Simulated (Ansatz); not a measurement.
Process, species as SMILES: C#N (CH-N) → [C-]#[NH+] (C-NH)
B3LYP-D3(BJ)/def2-TZVP geometries, fixed; electronic energies without zero-point terms.

Basis-set convergence of the isomerisation energy at MP2 with Ansatz (a quantum-chemistry and plane-wave program). Cartesian d functions, on some or all atoms, in 6-31+G*; all else is spherical. Cores are frozen. No added dispersion term, no relativity. Functions are those of the species that has most. Reference: Hartree-Fock in aug-cc-pVQZ plus the correlation part extrapolated as X^-3 from aug-cc-pVTZ and aug-cc-pVQZ, 17.50 kcal/mol, itself unsure by roughly 0.04 kcal/mol (a third of the extrapolation step and of the last Hartree-Fock step). Deviations are taken from unrounded values.

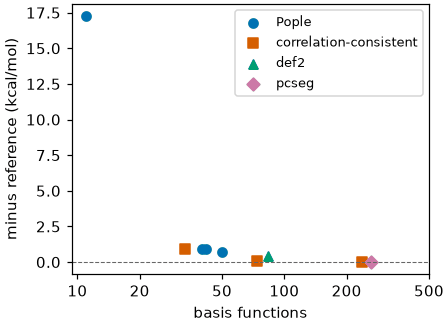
Figure: Deviation from the reference against the number of basis functions, by family of sets.

```json
[
 {"basis": "STO-3G", "functions": "11", "isomerisation energy (kcal/mol)": "34.77", "minus reference (kcal/mol)": "17.27"},
 {"basis": "cc-pVDZ", "functions": "33", "isomerisation energy (kcal/mol)": "18.42", "minus reference (kcal/mol)": "0.91"},
 {"basis": "6-31+G*", "functions": "40", "isomerisation energy (kcal/mol)": "18.40", "minus reference (kcal/mol)": "0.89"},
 {"basis": "6-311G**", "functions": "42", "isomerisation energy (kcal/mol)": "18.45", "minus reference (kcal/mol)": "0.95"},
 {"basis": "6-311+G**", "functions": "50", "isomerisation energy (kcal/mol)": "18.21", "minus reference (kcal/mol)": "0.70"},
 {"basis": "cc-pVTZ", "functions": "74", "isomerisation energy (kcal/mol)": "17.59", "minus reference (kcal/mol)": "0.09"},
 {"basis": "def2-TZVPD", "functions": "83", "isomerisation energy (kcal/mol)": "17.93", "minus reference (kcal/mol)": "0.43"},
 {"basis": "cc-pV5Z", "functions": "237", "isomerisation energy (kcal/mol)": "17.53", "minus reference (kcal/mol)": "0.03"},
 {"basis": "pcseg-4", "functions": "263", "isomerisation energy (kcal/mol)": "17.52", "minus reference (kcal/mol)": "0.02"}
]
```
